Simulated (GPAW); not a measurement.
# Tl: optical spectrum from first principles

Aim: the dielectric function of Tl, and the optical constants that follow from it.

Main program and level: GPAW 26.7.0; DFT, PBE, plane-wave PAW (GPAW data sets), scalar-relativistic, RPA, optical limit.

**1. Set-up**

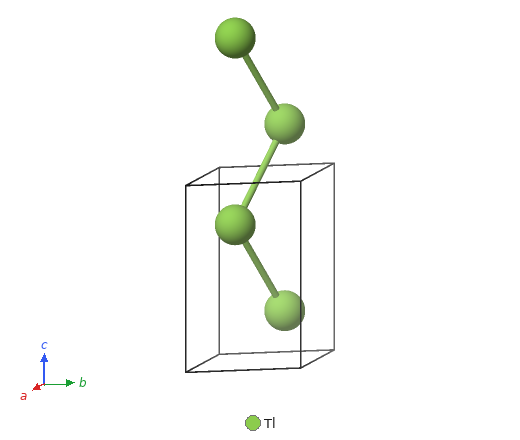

The starting structure, seen slightly off an axis (thallium green). 1×1×2 cells are drawn.

Coordinates:

```cif
data_structure
_symmetry_space_group_name_H-M 'P 1'
_symmetry_Int_Tables_number 1
_cell_length_a 3.4560
_cell_length_b 3.4560
_cell_length_c 5.5250
_cell_angle_alpha 90.000
_cell_angle_beta 90.000
_cell_angle_gamma 120.000
_cell_volume 57.15
loop_
_atom_site_label
_atom_site_type_symbol
_atom_site_fract_x
_atom_site_fract_y
_atom_site_fract_z
_atom_site_occupancy
Tl1 Tl 0.66667 0.33333 0.75000 1
Tl2 Tl 0.33333 0.66667 0.25000 1
```

**2. Bands for the response**

At the fixed density, many empty bands are solved on the mesh of the response, since the spectrum sums over them.

This step: DFT, PBE, plane-wave PAW (GPAW data sets), scalar-relativistic, bands at fixed density (GPAW 26.7.0).

The input, nscf.py:

```python
from ase.dft.bandgap import bandgap
from gpaw import GPAW, FermiDirac

calc = GPAW('gs.gpw').fixed_density(kpts={'size': (15, 15, 8), 'gamma': True}, nbands=62, convergence={'bands': 56},
                                    occupations=FermiDirac(0.05), txt='nscf.txt')
print('gap (eV)', bandgap(calc, output=None)[0])
print('direct gap (eV)', bandgap(calc, direct=True, output=None)[0])
print('top band over the Fermi level (eV)', min(calc.get_eigenvalues(kpt=k)[55] for k in range(len(calc.get_ibz_k_points()))) - calc.get_fermi_level())
calc.write('full.gpw', mode='all')
```

Launch:

```console
$ OMP_NUM_THREADS=1 python nscf.py
```

Numbers of over 12 decimals in the logs are rounded to 6 here.

What it wrote:

```text
Diagonalizing LCAO Hamiltonian
Converting LCAO to pw mode
convergence criteria:
- Maximum integral of absolute [eigenst]ate change: 4e-08 eV^2 / valence electron
maximum number of iterations: 150

SCF iterations
|iter     |      energy | eigst |  dens |
|iter:   1||             | +3.76 |       |
|iter:   2||             | +2.50 |       |
|iter:   3||             | +1.38 |       |
|iter:   4||             | +0.18 |       |
|iter:   5||             | -0.67 |       |
|iter:   6||             | -1.55 |       |
|iter:   7||             | -2.23 |       |
|iter:   8||             | -3.04 |       |
|iter:   9||             | -3.68 |       |
|iter:  10||             | -4.43 |       |
|iter:  11||             | -5.04 |       |
|iter:  12||             | -5.73 |       |
|iter:  13||             | -6.26 |       |
|iter:  14||             | -6.80 |       |
|iter:  15||             | -7.21 |       |
|iter:  16||             | -7.57c|       |
SCF steps: 16
  __  _  _
 | _ |_)|_||  |
 |__||  | ||/\| - 26.7.0

Versions:
  Python: 3.12.14
  ASE:    3.29.0
  Numpy:  2.5.5
  Scipy:  1.18.1
  Libxc:  7.0.0

Input parameters:
  mode=PW(ecut=500.0),
  convergence={'bands': 56},
  gpts=array([18, 18, 30]),
  kpts=MonkhorstPack(size=(15, 15, 8), gamma=True),
  maxiter=150,
  nbands=62,
  occupations=Occupations(name='fermi-dirac', width=0.05, fixmagmom=False),
  parallel={},
  xc=XC(name='PBE')

--- standard output ---
gap (eV) 0.0
direct gap (eV) 0.0
top band over the Fermi level (eV) 38.999229
```

The job ended after 8.3 min (1 thread of Arm Neoverse V1, shared host; peak memory 0.47 GiB).

**3. Dielectric function, RPA**

Transitions between filled and empty bands, summed over the zone, give the optical response, so mesh, band count and broadening shape it.

The induced potential is part of this response.

This step: DFT, PBE, plane-wave PAW (GPAW data sets), scalar-relativistic, RPA, optical limit (GPAW 26.7.0).

The input, df.py:

```python
from gpaw.response.df import DielectricFunction

df = DielectricFunction('full.gpw', frequencies={'type': 'nonlinear', 'domega0': 0.03, 'omega2': 8},
                        ecut=50,
                        eta=0.15,
                        nbands=56,
                        rate=0.05,
                        txt='df.txt')
for direction in ['x', 'z']:
    df.get_dielectric_function(xc='RPA', direction=direction, filename=f'df_{direction}.csv')
```

Launch:

```console
$ OMP_NUM_THREADS=1 python df.py
```

What it wrote:

```text
Using integrator: PointIntegrator
NonLinearFrequencyDescriptor(from 0.000 to 57.539 eV, 483 points)
Nonperiodic BCs:  [False False False]
Using integrator: PointIntegrator
NonLinearFrequencyDescriptor(from 0.000 to 57.539 eV, 483 points)
Nonperiodic BCs:  [False False False]
Using integrator: PointIntegrator

Calculating chi0 body with:
    Ground state adapter containing:
    Number of spins: 1
    Number of kpoints: 1800
    Number of irreducible kpoints: 192
    Number of completely occupied states: 12
    Number of partially occupied states: 16

    Linear response parametrization:
    q_c: [0.0, 0.0, 0.0]
    Number of frequency points: 483
    Planewave cutoff: 50.0
    Number of bands: 56
    Number of planewaves: 37
    Broadening (eta): 0.15

Integrating chi0 body.

Symmetries of q_c:
    Direct symmetries (Uq -> q): 12
    Indirect symmetries (TUq -> q): 0
In total 12 allowed symmetries.

192 groups of equivalent kpoints. 89.333333% reduction.

Integral kind: spectral function

Calculating chi0 optical extensions with:
    Ground state adapter containing:
    Number of spins: 1
    Number of kpoints: 1800
    Number of irreducible kpoints: 192
    Number of completely occupied states: 12
    Number of partially occupied states: 16

    Linear response parametrization:
    Number of frequency points: 483
    Planewave cutoff: 50.0
    Number of bands: 56
    Number of planewaves: 37
    Broadening (eta): 0.15
Integrating chi0 head and wings.

Symmetries of q_c:
    Direct symmetries (Uq -> q): 12
    Indirect symmetries (TUq -> q): 0
In total 12 allowed symmetries.

192 groups of equivalent kpoints. 89.333333% reduction.

Integral kind: spectral function wings

Calculating drude chi0 with:
    Number of frequency points:483
    Plasma frequency decay rate: 0.05 eV

    Ground state adapter containing:
    Number of spins: 1
    Number of kpoints: 1800
    Number of irreducible kpoints: 192
    Number of completely occupied states: 12
    Number of partially occupied states: 16

Symmetries of q_c:
    Direct symmetries (Uq -> q): 12
    Indirect symmetries (TUq -> q): 0
In total 12 allowed symmetries.

192 groups of equivalent kpoints. 89.333333% reduction.

Integral kind: intraband
Plasma frequency:
[[ 7.73+0.j  0.  +0.j  0.  +0.j]
 [ 0.  +0.j  7.73+0.j  0.  +0.j]
 [ 0.  +0.j  0.  +0.j 10.14+0.j]]
```

Elapsed: 74 s, on 1 thread; peak memory 0.24 GiB.

This step gave:

```
centre of weight of the strongest loss peak in the window : 10.43 eV
```

Some rows of df_x.csv (energy; Re and Im without local fields; Re and Im with them):

```text
0.000000, 23936.888196, 0.000000, 23935.600131, 0.000000
0.460735, -239.033729, 63.057501, -240.436971, 62.966223
0.943989, -30.847184, 30.593067, -32.802005, 29.807841
1.451455, -25.029467, 48.764258, -25.437841, 46.848691
1.984998, -19.033814, 24.228758, -19.158000, 23.338826
2.546682, -17.536157, 12.415742, -17.588776, 11.945781
3.138794, -10.886120, 6.041910, -11.125877, 5.651412
3.763875, -6.334857, 3.238243, -6.818641, 2.863403
4.424758, -4.582536, 4.350180, -4.729937, 3.578408
5.124608, -3.677673, 3.546007, -3.576806, 2.844380
5.866977, -3.215547, 1.806383, -3.176052, 1.517463
6.655862, -2.139925, 1.519705, -2.089297, 1.183707
7.495775, -1.636524, 1.071847, -1.548857, 0.865492
8.391833, -1.109589, 0.830887, -1.002056, 0.670673
9.349861, -0.554973, 0.463430, -0.540615, 0.353900
10.376517, -0.018358, 0.352836, -0.037260, 0.246075
11.479449, 0.604760, 0.764568, 0.552015, 0.498655
12.667487, 0.408068, 0.878906, 0.467239, 0.644103
13.950874, 0.504432, 0.690040, 0.553586, 0.511872
```

The Im ε has structure finer than the step of the table below, so its rows give means over 1 eV, whole bins alone (the curve runs from 0.305 to 14.0 eV). Peaks (eV: height): E ∥ x 1.4: 49.7; E ∥ z 1.4: 39.4.

Sum at mesh points, not converged in k. Im ε against photon energy; means over each step:

```
photon energy (eV)  E ∥ x  E ∥ z
                 1   35.8   48.0
                 2   22.5   18.8
                 3   6.67   5.89
                 4   3.18   2.69
                 5   2.89   2.24
                 6   1.68   1.89
                 7   1.12   1.04
                 8  0.755  0.610
                 9  0.478  0.408
                10  0.298  0.300
                11  0.305  0.270
                12  0.594  0.607
                13  0.606  0.612
```

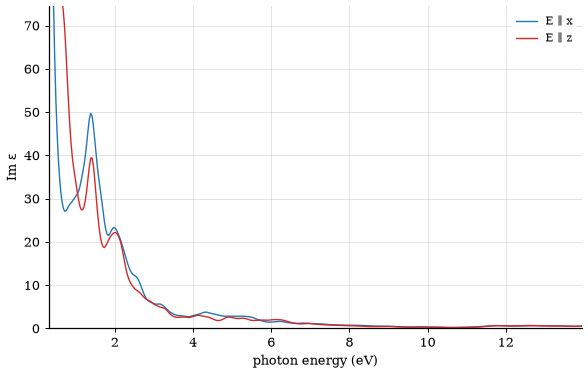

Im ε, plotted against photon energy. Below 1 eV the curve runs off the scale.

Values under 1 per cm are given as 1; sum at mesh points, not converged in k. Absorption coefficient against photon energy:

```
photon energy (eV)  E ∥ x (1/cm)  E ∥ z (1/cm)
              1.01         5.9e5         1.0e6
              1.99         1.0e6         1.2e6
              3.02         1.1e6         1.3e6
              3.98         9.6e5         1.2e6
              4.98         1.0e6         1.2e6
              6.02         1.0e6         1.2e6
              6.99         1.0e6         1.2e6
              8.03         9.1e5         1.1e6
              9.02         8.2e5         9.5e5
             10.03         5.4e5         7.6e5
             11.03         2.4e5         3.3e5
             12.02         4.9e5         5.6e5
             13.00         5.1e5         6.0e5
```

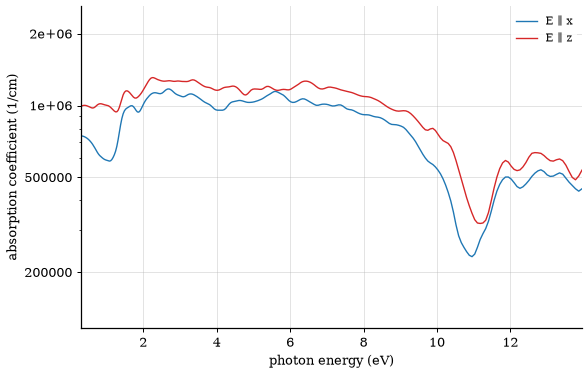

Absorption coefficient against photon energy.

The loss function −Im 1/ε at q → 0 has structure finer than the step of the table below, so its rows give means over 1 eV, whole bins alone (the curve runs from 0.305 to 14.0 eV). Peaks (eV: height): E ∥ x 10.4: 4.33; E ∥ z 10.9: 4.49.

Sum at mesh points, not converged in k. The loss function −Im 1/ε at q → 0 by energy loss; means over each step:

```
energy loss (eV)   E ∥ x    E ∥ z
               1  0.0139  0.00475
               2  0.0224   0.0131
               3  0.0303   0.0175
               4  0.0776   0.0355
               5   0.124   0.0742
               6   0.148    0.112
               7   0.238    0.122
               8   0.384    0.173
               9   0.680    0.331
              10    2.52    0.917
              11    1.86     2.90
              12    1.05     1.38
              13    1.07     1.44
```

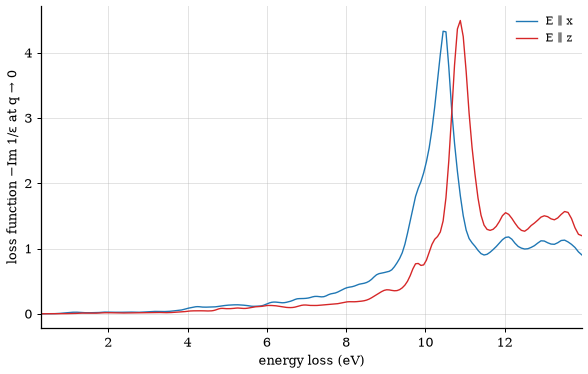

Loss function −Im 1/ε at q → 0, plotted against energy loss.

The Im ε, E ∥ x has structure finer than the step of the table below, so its rows give means over 1 eV, whole bins alone (the curve runs from 0.305 to 14.0 eV). Peaks (eV: height): without local fields 1.4: 51.7; with local fields 1.4: 49.7.

Sum at mesh points, not converged in k. Im ε, E ∥ x against photon energy; means over each step:

```
photon energy (eV)  without local fields  with local fields
                 1                  36.8               35.8
                 2                  23.3               22.5
                 3                  7.01               6.67
                 4                  3.75               3.18
                 5                  3.55               2.89
                 6                  2.01               1.68
                 7                  1.41               1.12
                 8                 0.955              0.755
                 9                 0.604              0.478
                10                 0.428              0.298
                11                 0.486              0.305
                12                 0.823              0.594
                13                 0.803              0.606
```

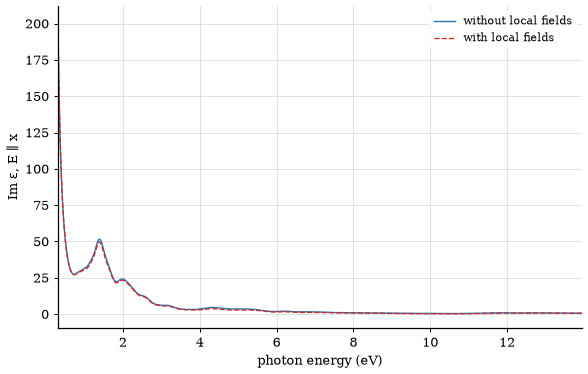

Im ε, E ∥ x against photon energy.

Sum at mesh points, not converged in k. Reflectivity at normal incidence against photon energy; read off at these points:

```
photon energy (eV)  E ∥ x (%)  E ∥ z (%)
               1.0       77.6       93.5
               2.0       74.0       81.4
               2.8       82.5       86.7
               3.0       80.4       86.6
               4.0       69.6       81.5
               5.0       60.6       72.0
               5.9       68.5       67.5
               6.0       65.6       65.6
               7.0       59.8       70.4
               8.0       55.9       71.9
               9.0       54.2       65.2
              10.0       39.3       60.7
              11.0       6.73       22.9
              12.0       7.12       12.0
              13.0       6.43       11.3
```

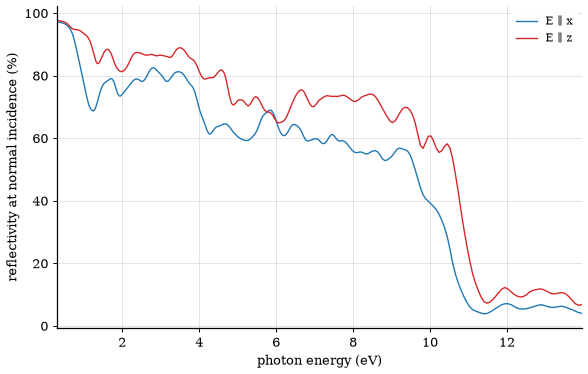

Reflectivity at normal incidence, plotted against photon energy.

At chosen wavelengths:

```
wavelength (nm)   n x    k x  R (%) x   1/α x   n z     k z  R (%) z   1/α z
           1550  1.83  7.656     89.0   16 nm  2.19  12.528     94.8  9.8 nm
           1064  3.48  5.091     69.8   17 nm  1.68   8.156     90.9   10 nm
            800  3.04  6.201     77.8   10 nm  1.88   7.335     87.9  8.7 nm
            633  2.35  4.937     73.6   10 nm  1.92   5.717     81.4  8.8 nm
            450  0.94  4.165     82.3  8.6 nm  0.79   4.541     86.8  7.9 nm
            405  0.80  3.512     79.5  9.2 nm  0.65   4.066     86.4  7.9 nm
            193  0.42  1.627     64.2  9.4 nm  0.41   1.943     71.4  7.9 nm
```

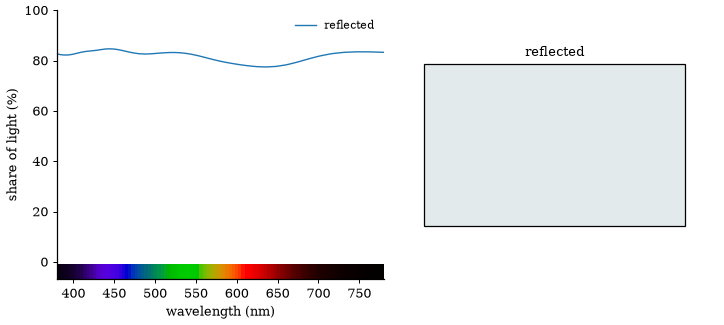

Light reflected across the visible range, with the colour that it makes of daylight (sRGB).

In reflection the computed colour is near white: x = 0.307, y = 0.326, luminous reflectivity 81 %.

**4. Results**

```yaml
centre_of_weight_of_the_strongest_loss_peak_in_the_window_first_axis: 10.4 eV
```

What this shows: At this level (PBE, RPA) Tl is a metal. The mesh is too coarse to trust the carriers' weight, the reflectivity or the colour to better than tens of per cent. In reflection the computed colour is near white: x = 0.307, y = 0.326, luminous reflectivity 81 %. The carriers' damping of 0.05 eV is typed, not computed; it shapes the response at the lowest energies. Spin-orbit coupling is left out although heavy atoms are present. GPAW's carrier term has the form −ωp²/(ω + i·rate)², which damps like twice the rate and fails at low energy, so the curves leave the lowest energies out. The sum runs over mesh points 0.14 Å⁻¹ apart with no interpolation, so peaks are partly noise of the mesh, and the Drude plasma energy, a sum over the Fermi surface, isn't converged.

[Machine, clock and banner lines and Python warnings are left out of the logs.]

[Logs are printed without paths, hosts, clocks, repeated set-up lines and the standing remarks that a program may print on its own settings, such as how far it seeks lower states.]

[Hosts, paths, dates, database ids (printed as entryN), source tags and the programs' standing remarks are cut or masked in the printed files.]
